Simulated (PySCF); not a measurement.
C5H10O2Si

The calculation's input:

```
{"job": {"kind": "nmr", "xc": "PBE0", "basis": "pcSseg-1"}, "charge": 0, "multiplicity": 1}
C     -2.466960    -1.308483    -0.481671
Si    -1.126504     0.022010    -0.376498
C     -1.371273     0.966349     1.289079
O     -0.542230     1.093270     2.157293
O      0.247527    -0.808937    -0.508507
C      1.596974    -0.512836    -0.467505
C      2.203268     0.174060     0.714945
C      2.104060     0.888338    -0.602606
H     -2.375733    -2.042306     0.313881
H     -3.453042    -0.861545    -0.412507
H     -2.410613    -1.839238    -1.425968
H     -1.275541     1.063479    -1.405373
H     -2.373895     1.423387     1.448397
H      2.154793    -1.310607    -0.946499
H      1.534710     0.485089     1.502100
H      3.172115    -0.155938     1.056331
H      3.001696     1.054474    -1.178114
H      1.371888     1.675751    -0.688435
```

Launched as:

```sh
OMP_NUM_THREADS=1 python probes_run.py task.json out
```

Geometry: GFN2-xTB.

The calculation used PBE0/pcSseg-1, SCF density, gas phase, non-relativistic in PySCF.

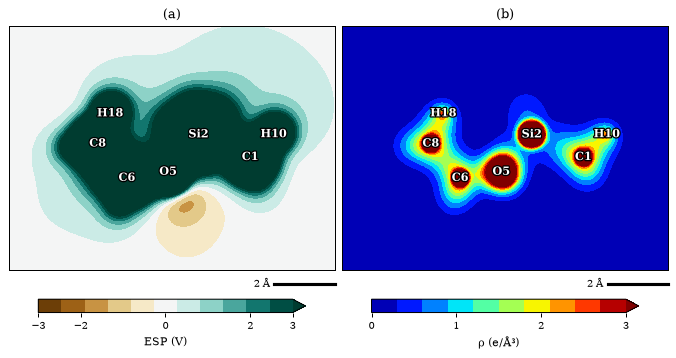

Figure 1. (a) electrostatic potential; (b) electron density on the plane of atoms C6, C8 and H18.

Q: Read the bonding off the picture.

A: The plane passes through C, Si, O and H nuclei.
C–C (1.50 Å): ρ is about 1.6 e/Å³ halfway.
Si–O (1.61 Å): the density is about 1.2 e/Å³ at the midpoint.
C–Si (1.89 Å): the density is about 0.94 e/Å³ at the midpoint.
C–H (1.08 Å): ρ at the midpoint is about 1.9 e/Å³.
C–O (1.38 Å): ρ at the midpoint is about 2.1 e/Å³, with its minimum of 1.8 e/Å³ about 0.5 Å from C.
Outside the dense part of the molecule the potential is most negative (−1.5 V) near O5.

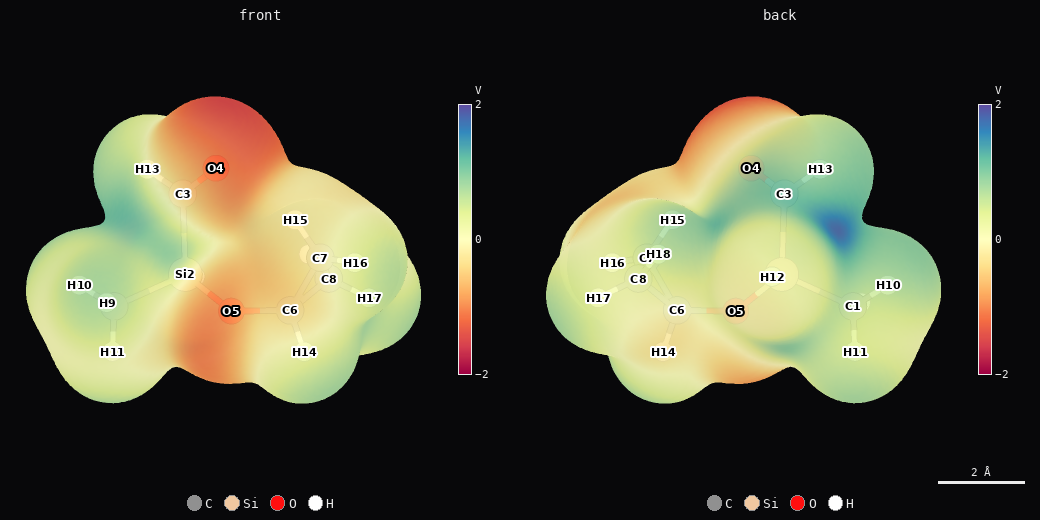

Figure 2. The electrostatic potential painted on the density surface at 0.002 e/bohr³, seen from the front and from behind; the colour scale runs from red (negative) to blue (positive).

Q: Where is the surface potential most negative and most positive?

A: The most negative region (about −1.5 V) lies over O4, the most positive (about +1.6 V) over Si2. O4 is the likeliest acceptor of a hydrogen bond.

Q: What dipole moment does the calculation give?

A: Its dipole moment is 1.87 D.
